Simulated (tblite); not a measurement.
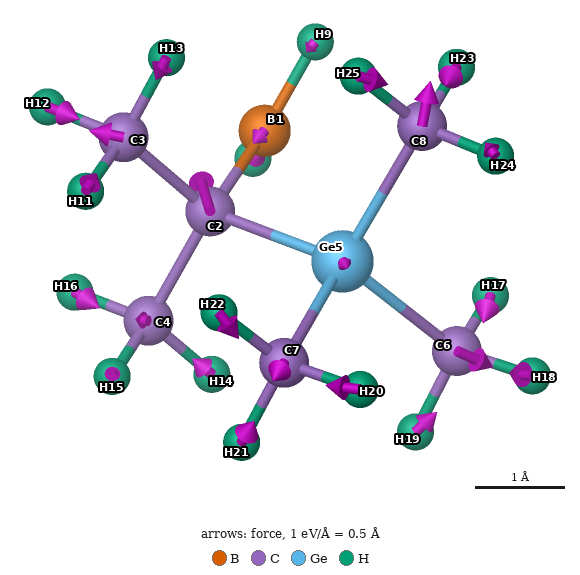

Starting geometry of C6H17BGe with the computed forces as purple arrows. The picture is a ball-and-stick view, seen from a free direction.

Theory: GFN2-xTB geometry optimisation, gas phase in tblite. 

Q: Is this structure relaxed? If not, where do the atoms go?

A: It isn't relaxed: the largest force vector, on a C atom, is 1.83 eV/Å. The final displacements have little in common with the starting forces (cosine between the two patterns 0.25). The largest move after the best rigid fit is that of an H atom, 0.70 Å. Largest moves by element: H 0.70 Å, C 0.15 Å, B 0.08 Å, Ge 0.07 Å. Some distances before and after: C–Ge 1.966 → 2.082 Å, B–C 1.608 → 1.541 Å, C–Ge 1.942 → 1.995 Å, C–Ge 1.956 → 2.002 Å. Among the angles between lasting bonds that change: B–C–Ge 107.3° → 97.8°, B–C–C 109.2° → 117.0°, B–C–C 110.5° → 116.7°. Groups turn about B–C by about 30°. The energy falls by 0.417 eV in 55 geometry steps.
